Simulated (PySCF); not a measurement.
**C$_{7}$H$_{6}$O, SMILES `O=C1C=CC=CC=C1`: what the electrons do**

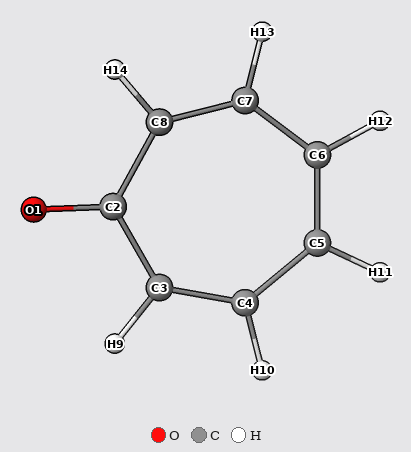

The molecule, with its atoms numbered as below. No frequency check shows the geometry to be a minimum.

Coordinates in Å:

```
O1       2.5450   -0.0001    0.0000
C2       1.3195    0.0000    0.0000
C3       0.6050    1.2744    0.0000
C4      -0.7156    1.5581    0.0000
C5      -1.8318    0.6784    0.0000
C6      -1.8319   -0.6783    0.0000
C7      -0.7157   -1.5581    0.0000
C8       0.6049   -1.2745    0.0000
H9       1.2941    2.1117    0.0000
H10     -0.9794    2.6100    0.0000
H11     -2.7978    1.1680    0.0000
H12     -2.7980   -1.1678    0.0000
H13     -0.9796   -2.6099    0.0000
H14      1.2939   -2.1118    0.0000
```

### 1. Bonding charge

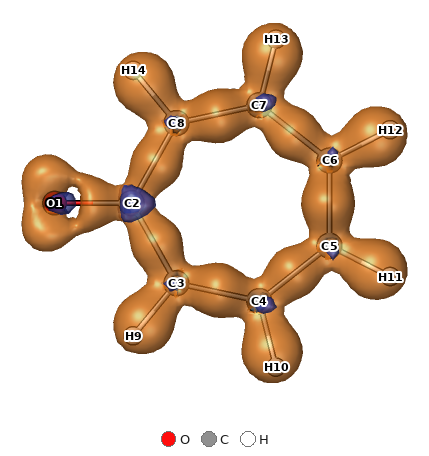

Deformation density (molecule less spherical, spin-averaged free atoms at the same positions), surfaces at ±0.15 e/Å³; orange: gain, blue: loss.

Level of theory: PBE0/def2-SVPD (PySCF), at a geometry from GFN2-xTB.

Question: Describe the bonding that the map shows.

Answer: C3–H9 and C8–H14: +0.74 e/Å³ at the bond critical point (bond length 1.08 Å). C5–H11 and C6–H12: +0.73 e/Å³ at the bond critical point (bond length 1.08 Å). C4–H10 and C7–H13: +0.73 e/Å³ at the bond critical point (bond length 1.08 Å). C3–C4 and C7–C8: +0.68 e/Å³ at the bond critical point (bond length 1.35 Å). C5–C6: +0.67 e/Å³ at the bond critical point (bond length 1.36 Å). O1–C2: +0.61 e/Å³ at the bond critical point (bond length 1.23 Å). C4–C5 and C6–C7: +0.58 e/Å³ at the bond critical point (bond length 1.42 Å). C2–C3 and C2–C8: +0.57 e/Å³ at the bond critical point (bond length 1.46 Å). In all, 3.4 electrons gather in the regions of gain relative to the promolecule.

Question: Where do the Hirshfeld charges lie?

Answer: The highest Hirshfeld charge is on C2 (+0.12 e), the lowest on O1 (−0.30 e).

```
atom  charge (e)
  O1       −0.30
  C2       +0.12
  C3       −0.03
  C4       −0.02
  C5       −0.03
  C6       −0.03
  C7       −0.02
  C8       −0.03
  H9       +0.06
 H10       +0.06
 H11       +0.05
 H12       +0.05
 H13       +0.06
 H14       +0.06
```

### 2. Bond critical points

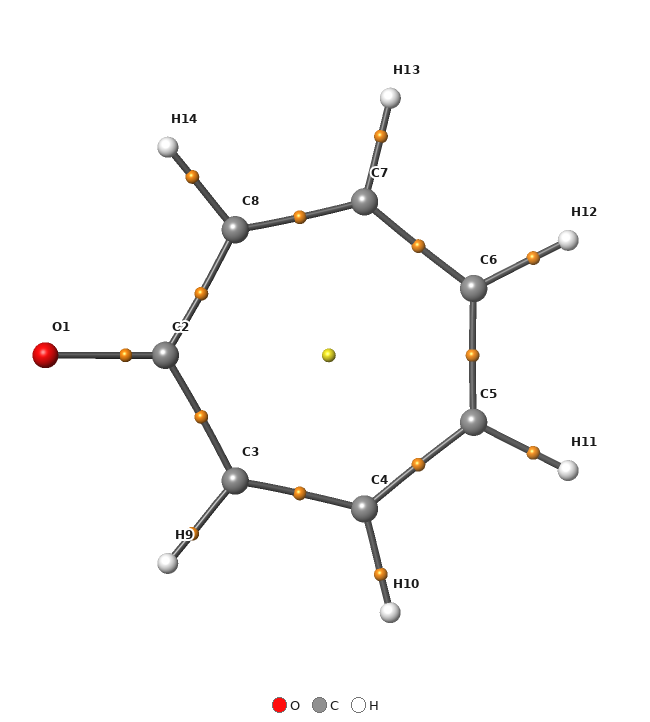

Molecular graph of the electron density (QTAIM): bond paths, bond critical points (orange), ring points (yellow, if any); weak paths are dashed.

Question: How many critical points of each kind are there, and does the count close?

Answer: 14 nuclei, 14 bond, 1 ring and 0 cage critical points: 14 − 14 + 1 − 0 = 1, as the Poincaré–Hopf relation requires.

Question: Tabulate density, Laplacian, ellipticity and energy density at the bond critical points (atomic units).

Answer:
| bond | length (Å) | ρ (a.u.) | ∇²ρ (a.u.) | ε | H (a.u.) |
| --- | --- | --- | --- | --- | --- |
| O1–C2 | 1.226 | 0.400 | +0.09 | 0.06 | −0.707 |
| C3–C4 (2 alike) | 1.351 | 0.330 | −0.87 | 0.26 | −0.337 |
| C5–C6 | 1.357 | 0.327 | −0.86 | 0.26 | −0.331 |
| C4–C5 (2 alike) | 1.421 | 0.293 | −0.75 | 0.11 | −0.267 |
| C3–H9 (2 alike) | 1.084 | 0.285 | −1.10 | 0.01 | −0.313 |
| C5–H11 (2 alike) | 1.083 | 0.285 | −1.09 | 0.01 | −0.311 |
| C4–H10 (2 alike) | 1.084 | 0.285 | −1.09 | 0.01 | −0.311 |
| C2–C3 (2 alike) | 1.461 | 0.279 | −0.70 | 0.10 | −0.244 |

Question: What kind of interaction is C3–H9?

Answer: Shared-shell (covalent): ρ = 0.285, ∇²ρ = −1.10, H = −0.313 a.u.

### 3. Electrostatic potential

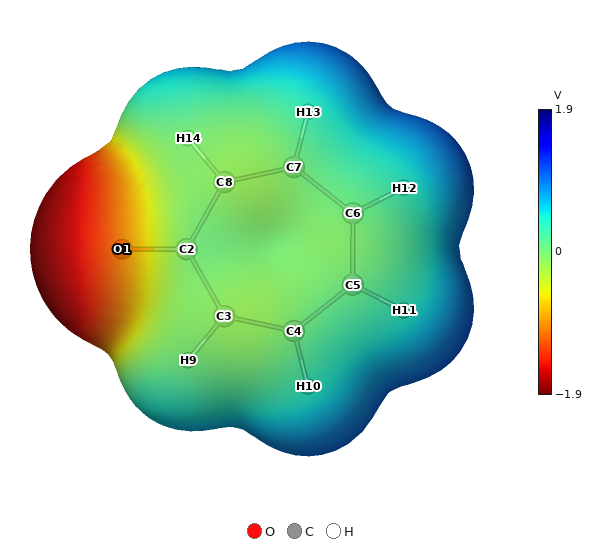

Electrostatic potential on the surface of electron density 0.001 a.u.

Question: Where are the extremes of the potential on the surface?

Answer: Highest: 1.08 V, 1.3 Å from H12, and at like points elsewhere. Further maxima include 0.02 V, off the molecular plane, over C2 (2.0 Å). Lowest: −1.90 V, 1.7 Å from O1. Further minima include −0.15 V, off the C3–C4 bond (2.1 to 2.2 Å from its atoms), and at like points elsewhere. The surface is sampled at points, so like sites can differ by a few per cent and only the strongest of them is named.

### 4. The π system

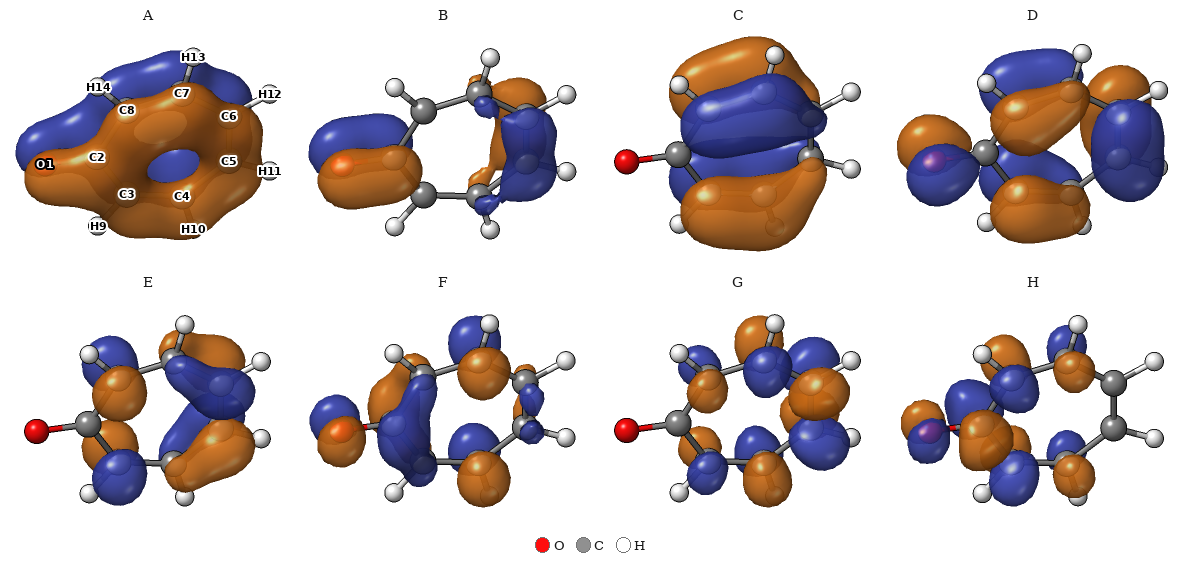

Natural orbitals of the π active space, CASSCF(8,8), singlet state, in order of falling occupation.

Method: def2-SVP basis; geometry: GFN2-xTB; program: PySCF.

Question: What are the natural occupation numbers?

Answer: A 1.95, B 1.93, C 1.91, D 1.86, E 0.14, F 0.12, G 0.05, H 0.05.

Question: How multiconfigurational is the state?

Answer: The leading determinant weighs 0.83; the effective number of unpaired electrons, Σ n²(2−n)², is 0.27; the most occupied of the weakly occupied orbitals holds 0.14 e, as in an ordinary closed-shell π system. The active space lowers the energy by 3.07 eV against Hartree–Fock.

Question: Where does the lowest triplet lie relative to the singlet, at this geometry and within this active space?

Answer: 2.55 eV above it by strongly contracted NEVPT2 (+2.44 eV by CASSCF); a small basis tends to put such gaps a few tenths of an eV too high. This is a vertical energy for π states alone; a state that uses lone pairs or σ orbitals may lie lower.

The PySCF runs shown took 53 s and 2.3 min on 1 thread of Arm Neoverse V1 (shared host).
